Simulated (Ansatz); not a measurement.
```xyz
6
Lattice="3.9173 0.0000 0.0000 -1.9586 3.3925 0.0000 0.0000 0.0000 9.5996" Properties=species:S:1:pos:R:3 pbc="T T T"
Zn    0.0000    0.0000    0.0975
Zn    0.0000    2.2617    6.3077
Zn    1.9587    1.1308    3.1984
Se    0.0000    2.2617    8.7859
S     1.9587    1.1308    5.5606
S     0.0000    0.0000    2.4490
```

Space group P3m1; a structure generated by program, which may or may not match a known phase.

Level of theory: Ansatz, DFT PBE, scalar-relativistic, plane waves, PAW.

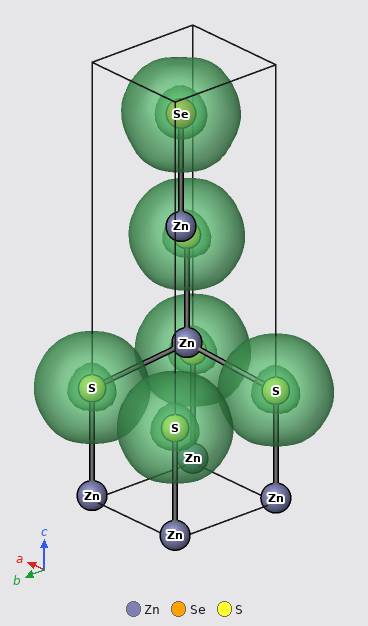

Zn$_{3}$SeS$_{2}$. Isosurface of the electron localisation function at 0.65 (green), seen at an oblique angle. Only the valence region is drawn (cores and ρ < 0.01 e/Å³ removed). Sticks mark near contacts.

In a PAW calculation such maps are meaningful between the atoms, not at the nuclei.

Question: Identify the bonds, lone pairs and shells in this picture.

Answer: The surface consists of two regions wrapped around S (the valence shell of each) and one region wrapped around Se (its valence shell), counted in one cell of 6 atoms. Regions shared between cells count once. Profiles from the grid: Zn–S (2.35 Å): the ELF peaks at about 0.90 in the valence shell of S, 0.9 Å from its nucleus, and is about 0.55 at the midpoint. Zn–Se (2.44 Å): the ELF is about 0.60 at the midpoint.
